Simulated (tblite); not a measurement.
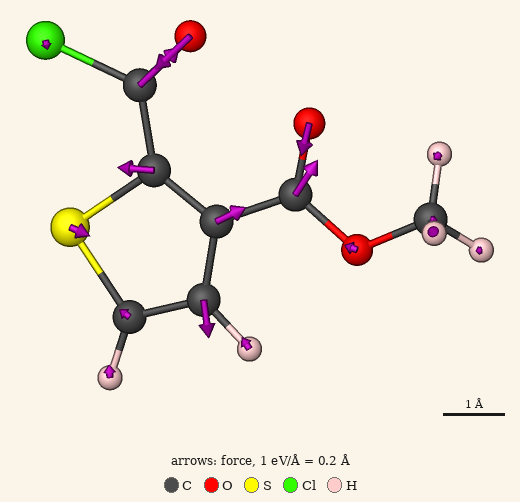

Starting geometry of C7H5ClO3S with the computed forces as purple arrows. Style: ball-and-stick. Shown at a tilt.

Computed with GFN2-xTB geometry optimisation, gas phase (tblite 0.8.0). 

Is this structure relaxed? If not, where do the atoms go?

It isn't relaxed: the largest force vector, on a C atom, is 4.92 eV/Å. The final displacements have little in common with the starting forces (cosine between the two patterns 0.16). The atom that moves furthest after the best rigid fit is an O atom (2.69 Å). Largest moves by element: O 2.69 Å, H 1.44 Å, Cl 1.24 Å, C 0.95 Å, S 0.41 Å. Among the contacts that change: Cl–S 3.160 → 3.024 Å, C–S 1.817 → 1.730 Å, C–S 1.785 → 1.707 Å, C–O 1.257 → 1.189 Å. Among the angles between lasting bonds that change: C–C–Cl 121.0° → 111.6°, O–C–C 119.9° → 110.7°, O–C–O 117.2° → 125.9°. Groups turn about C–C by about 130°, C–O by about 85°. After 192 geometry steps the energy has fallen by 1.047 eV.
